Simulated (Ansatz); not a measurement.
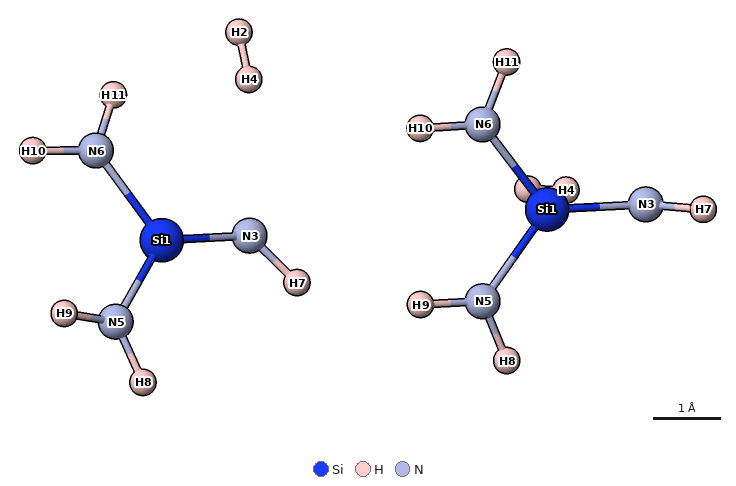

Two geometries of SiN$_{3}$H$_{7}$ (started from a transition state, displaced along its imaginary mode), drawn at one scale. One is the start of a relaxation, the other its converged end. Style: ball-and-stick. Shown at a tilt.

All numbers below come from RKS PBE0-D4/def2-TZVP (Ansatz 0.2.0). (force threshold 0.005 eV/Å; at most 200 steps)

Which one is relaxed?

Answer. The left one is the relaxed one. The atom that moves furthest after the best rigid fit is H2 (2.65 Å). Largest moves by element: H 2.65 Å, N 0.86 Å, Si 0.53 Å. Some distances before and after: Si1–H2 2.043 → 3.895 Å, Si1–H4 1.954 → 3.294 Å, H2–H4 0.583 → 0.752 Å, N3–H7 0.986 → 1.006 Å. Among the angles between lasting bonds that change: N3–Si1–N6 127.4° → 119.0°, Si1–N3–H7 132.8° → 125.8°, N3–Si1–N5 127.4° → 132.6°. Groups turn about Si1–N3 by about 80°. After 52 accepted moves (55 points after the start) the energy has fallen by 32.1 kcal/mol. The largest force component goes from 8.7 to 0.0029 eV/Å. The line search rejected the trial steps at points 11, 17, 24 of the run.
